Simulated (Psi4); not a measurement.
# CH3BFNO (SMILES NC1(F)BO1): wB97X/6-31G(d) (spherical functions)

Aim: the vertical ionisation energy of CH3BFNO at wB97X/6-31G* (spherical functions), from 2 runs. 

The calculation is run with Psi4 1.11.

2 further runs of the same task are left out: 2 set aside as unsound or not needed.

## (1) The molecule

CH3BFNO has 8 atoms, charge 0, and is taken as a singlet. As SMILES, `NC1(F)BO1`. The shape is that of a PBE0-D4/def2-TZVP optimisation. This is one conformer, not always the lowest.

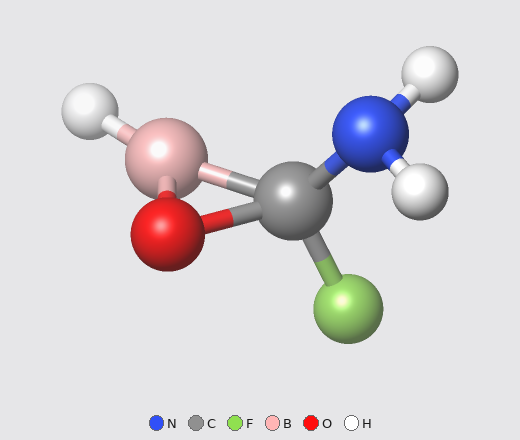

Viewed from a chosen angle; nitrogen blue, carbon grey, fluorine green, boron pink, oxygen red, hydrogen white.

## (2) A single-point energy at wB97X/6-31G(d) (spherical functions)

ch3bfno.py reads:

```python
import psi4

psi4.set_memory(2200000000)
psi4.set_num_threads(1)
psi4.set_output_file('ch3bfno.out', False)

geom = psi4.geometry("""
0 1
N     -0.81447196     2.17016148     0.34884344
C      0.10223418    -0.11565124    -0.54726469
F      0.23073556    -0.25076666    -3.13373283
B      0.63797154    -2.47024999     0.97339793
O      2.54527212    -0.89384046     0.48244708
H     -2.72026076     2.21116854     0.39948810
H     -0.14229638     3.66909224    -0.63532592
H      0.33485947    -4.42781728     2.00670017
units au
symmetry c1
no_reorient
no_com
""")

psi4.set_options({
    'basis': '6-31G*',
    'puream': True,
    'e_convergence': 1e-09,
    'd_convergence': 1e-08,
    'scf_type': 'pk',
    'dft_radial_points': 99,
    'dft_spherical_points': 590,
})

e, wfn = psi4.energy('wb97x', molecule=geom, return_wfn=True)
psi4.oeprop(wfn, 'LOWDIN_CHARGES', 'MAYER_INDICES', 'QUADRUPOLE', title='WB97X')
print(f'total energy {e:.8f} hartree = {e * 27.211386:.5f} eV')
for k, v in sorted(psi4.core.scalar_variables().items()):
    print(f'{k:45s} {v:18.10f}')
```

Command:

```console
python ch3bfno.py
```

ch3bfno.out:

```text
[...]
  Running in c1 symmetry.
[...]
  Nuclear repulsion =  167.411286307521351
[...]
  Multiplicity = 1
[...]
  Nalpha       = 19
  Nbeta        = 19
[...]
    Number of basis functions: 76
[...]
   @RKS iter   1:  -294.33302686821054   -4.76492e-01   8.11900e-03 DIIS/ADIIS
[...]
   @RKS iter  13:  -294.48664119304203   -4.03588e-12   4.78660e-09 DIIS
[...]
    Orbital Energies [Eh]
    ---------------------
    Doubly Occupied:
       1A    -24.740430     2A    -19.251000     3A    -14.410742
       4A    -10.406804     5A     -6.878916     6A     -1.330566
       7A     -1.198259     8A     -1.035545     9A     -0.755554
      10A     -0.670690    11A     -0.645034    12A     -0.619107
      13A     -0.596034    14A     -0.538496    15A     -0.522257
      16A     -0.485314    17A     -0.467164    18A     -0.385095
      19A     -0.375917
[...]
  @RKS Final Energy:  -294.48664119304203
   => Energetics <=
    Nuclear Repulsion Energy =            167.4112863075213511
    One-Electron Energy =                -735.8260369724391694
    Two-Electron Energy =                 299.8895062835813974
    DFT Exchange-Correlation Energy =     -25.9613968117055549
    Empirical Dispersion Energy =           0.0000000000000000
    VV10 Nonlocal Energy =                  0.0000000000000000
    Total Energy =                       -294.4866411930420327
[...]
 Multipole Moments:
 ------------------------------------------------------------------------------------
     Multipole            Electronic (a.u.)      Nuclear  (a.u.)        Total (a.u.)
 ------------------------------------------------------------------------------------
 L = 1.  Multiply by 2.5417464519 to convert [e a0] to [Debye]
 Dipole X            :        -18.7853652           18.0130584           -0.7723068
 Dipole Y            :          5.9854912           -5.8092072            0.1762841
 Dipole Z            :         18.6629198          -18.5478509            0.1150690
 Magnitude           :                                                    0.8004841
 L = 2.  Multiply by 1.3450342976 to convert [e a0^2] to [Debye ang]
 Quadrupole XX       :        -87.4029669           66.5799305          -20.8230364
 Quadrupole XY       :         46.2617037          -47.0644715           -0.8027678
[...]
```

On the terminal:

```text
total energy -294.48664119 hartree = -8013.38967 eV
CURRENT ENERGY                                   -294.4866411930
CURRENT REFERENCE ENERGY                         -294.4866411930
DD SOLVATION ENERGY                                 0.0000000000
DFT FUNCTIONAL TOTAL ENERGY                      -294.4866411930
DFT TOTAL ENERGY                                 -294.4866411930
DFT VV10 ENERGY                                     0.0000000000
DFT XC ENERGY                                     -25.9613968117
GRID ELECTRONS ALPHA                               19.0000002437
GRID ELECTRONS BETA                                19.0000002437
GRID ELECTRONS TOTAL                               38.0000004875
NUCLEAR REPULSION ENERGY                          167.4112863075
ONE-ELECTRON ENERGY                              -735.8260369724
PCM POLARIZATION ENERGY                             0.0000000000
PE ENERGY                                           0.0000000000
SCF ITERATION ENERGY                             -294.4866411930
SCF ITERATIONS                                     13.0000000000
SCF TOTAL ENERGY                                 -294.4866411930
TWO-ELECTRON ENERGY                               299.8895062836
XC GRID RADIAL POINTS                              99.0000000000
XC GRID SPHERICAL POINTS                          590.0000000000
XC GRID TOTAL POINTS                           441494.0000000000
```

Wall time 12 s (1 thread of Intel Xeon 6975P-C (Granite Rapids), shared host); peak memory 1.2 GiB.

## (3) The doublet cation: energy and forces at U-wB97X/6-31G(d) (spherical functions)

input.json reads:

```json
{
  "schema_name": "qcschema_input",
  "schema_version": 1,
  "molecule": {
    "schema_name": "qcschema_molecule",
    "schema_version": 2,
    "symbols": ["N", "C", "F", "B", "O", "H", "H", "H"],
    "geometry": [-0.81447196, 2.17016148, 0.34884344, 0.10223418, -0.11565124, -0.54726469, 0.23073556, -0.25076666, -3.13373283, 0.63797154, -2.47024999, 0.97339793, 2.54527212, -0.89384046, 0.48244708, -2.72026076, 2.21116854, 0.3994881, -0.14229638, 3.66909224, -0.63532592, 0.33485947, -4.42781728, 2.00670017],
    "molecular_charge": 1,
    "molecular_multiplicity": 2,
    "fix_symmetry": "c1"
  },
  "driver": "gradient",
  "model": {
    "method": "wb97x",
    "basis": "6-31G*"
  },
  "keywords": {
    "reference": "uks",
    "puream": true,
    "e_convergence": 1e-09,
    "d_convergence": 1e-08,
    "scf_type": "pk",
    "dft_radial_points": 99,
    "dft_spherical_points": 590,
    "maxiter": 100,
    "scf_properties": ["MULLIKEN_CHARGES", "MAYER_INDICES", "DIPOLE"]
  }
}
```

Command:

```console
psi4 --qcschema input.json -n 1 --memory 2200MB
```

stdout, cut to the lines that bear on the results:

```text
[...]
  Running in c1 symmetry.
[...]
  Nuclear repulsion =  167.411286307521351
[...]
  Multiplicity = 2
[...]
  Nalpha       = 19
  Nbeta        = 18
[...]
    Number of basis functions: 76
[...]
   @UKS iter   1:  -293.95098039597053   -9.44459e-02   7.73115e-03 DIIS/ADIIS
[...]
   @UKS iter  24:  -294.10199773102943   -6.48015e-12   7.56585e-09 DIIS
[...]
   @S^2 Observed:                7.567926971E-01
[...]
  @UKS Final Energy:  -294.10199773102943
   => Energetics <=
    Nuclear Repulsion Energy =            167.4112863075213511
    One-Electron Energy =                -725.1315618267014997
    Two-Electron Energy =                 289.3576774539636176
    DFT Exchange-Correlation Energy =     -25.7393996658128437
    Empirical Dispersion Energy =           0.0000000000000000
    VV10 Nonlocal Energy =                  0.0000000000000000
    Total Energy =                       -294.1019977310294280
[...]
 Multipole Moments:
[...]
  Mulliken Charges: (a.u.)
   Center  Symbol    Alpha    Beta     Spin     Total
       1     N     3.97542  3.64894  0.32648 -0.62436
       2     C     2.82595  2.64170  0.18425  0.53235
       3     F     4.65242  4.53420  0.11823 -0.18662
       4     B     2.34551  2.23897  0.10653  0.41552
       5     O     4.21620  3.98148  0.23472 -0.19767
       6     H     0.28083  0.27561  0.00521  0.44356
       7     H     0.27806  0.28306 -0.00500  0.43887
       8     H     0.42561  0.39604  0.02957  0.17835
   Total alpha = 19.00000, Total beta = 18.00000, Total charge =  1.00000
[...]
  -Total Gradient:
     Atom            X                  Y                   Z
    ------   -----------------  -----------------  -----------------
       1        0.000854739445     0.011953631831     0.013138758513
       2       -0.019791119471    -0.057390300532     0.071831956007
       3        0.002639967705    -0.003627705188    -0.039673925710
       4       -0.040259323747     0.051122730327    -0.032281707184
       5        0.033734417167     0.009607585159    -0.006756605612
       6        0.012877043800    -0.005447689274    -0.020748076793
       7       -0.000158244327    -0.005724916431     0.011844487271
       8        0.010001589029    -0.000575972425     0.002671799734
[...]
```

The result, in JSON:

```text
{
 "driver": "gradient",
 "model": {
  "method": "wb97x",
  "basis": "6-31G*"
 },
 "success": true,
 "return_result": [0.0008547394448885776, 0.011953631831166316, 0.013138758512703214, -0.019791119471184476, -0.057390300532277005, 0.07183195600735628, 0.00263996770476645, -0.003627705187560438, -0.03967392570991557, -0.040259323746934, 0.05112273032739101, -0.03228170718376046, 0.033734417166550734, 0.009607585158648457, -0.006756605611500011, 0.012877043799990162, -0.005447689274035571, -0.020748076793332012, -0.0001582443266053557, -0.005724916430578875, 0.011844487270580045, 0.010001589028627423, -0.0005759724247353937, 0.002671799733716715],
 "properties": {
  "calcinfo_nbasis": 76,
  "calcinfo_nmo": 76,
  "calcinfo_nalpha": 19,
  "calcinfo_nbeta": 18,
  "calcinfo_natom": 8,
  "nuclear_repulsion_energy": 167.41128630752135,
  "return_energy": -294.1019977310294,
  "return_gradient": [0.0008547394448885776, 0.011953631831166316, 0.013138758512703214, -0.019791119471184476, -0.057390300532277005, 0.07183195600735628, 0.00263996770476645, -0.003627705187560438, -0.03967392570991557, -0.040259323746934, 0.05112273032739101, -0.03228170718376046, 0.033734417166550734, 0.009607585158648457, -0.006756605611500011, 0.012877043799990162, -0.005447689274035571, -0.020748076793332012, -0.0001582443266053557, -0.005724916430578875, 0.011844487270580045, 0.010001589028627423, -0.0005759724247353937, 0.002671799733716715],
  "scf_one_electron_energy": -725.1315618267015,
  "scf_two_electron_energy": 289.3576774539636,
  "scf_xc_energy": -25.739399665812844,
  "scf_dipole_moment": [-1.0631105418747733, 0.20004204850160967, 0.7449243861121537],
  "scf_total_energy": -294.1019977310294,
  "scf_total_gradient": [0.0008547394448885776, 0.011953631831166316, 0.013138758512703214, -0.019791119471184476, -0.057390300532277005, 0.07183195600735628, 0.00263996770476645, -0.003627705187560438, -0.03967392570991557, -0.040259323746934, 0.05112273032739101, -0.03228170718376046, 0.033734417166550734, 0.009607585158648457, -0.006756605611500011, 0.012877043799990162, -0.005447689274035571, -0.020748076793332012, -0.0001582443266053557, -0.005724916430578875, 0.011844487270580045, 0.010001589028627423, -0.0005759724247353937, 0.002671799733716715],
  "scf_iterations": 24
 }
}
```

Wall time 34 s (1 thread of Intel Xeon 6975P-C (Granite Rapids), shared host); peak memory 1.2 GiB.

## (4) What came out

At wB97X/6-31G* (spherical functions):

| quantity | value |
| --- | --- |
| singlet CH3BFNO: total energy | -294.48664 Eh |
| singlet CH3BFNO: dipole moment | 2.03 D |
| singlet CH3BFNO: HOMO energy | -10.23 eV |
| singlet CH3BFNO: LUMO energy | 2.22 eV |
| singlet CH3BFNO: HOMO–LUMO gap | 12.44 eV |
| doublet cation: total energy | -294.10200 Eh |
| doublet cation: HOMO energy (highest over α and β) | -17.25 eV |
| doublet cation: LUMO energy (lowest over α and β) | -10.70 eV |
| doublet cation: ⟨S²⟩ | 0.757 |
| doublet cation: largest force on an atom | 4.836 eV/Å |
| vertical ionisation energy (to the doublet cation) | 10.467 eV |

Removing an electron at fixed nuclei costs 10.47 eV (241 kcal/mol). The negative HOMO energy of the first species, 10.23 eV, lies 0.24 eV below that difference.
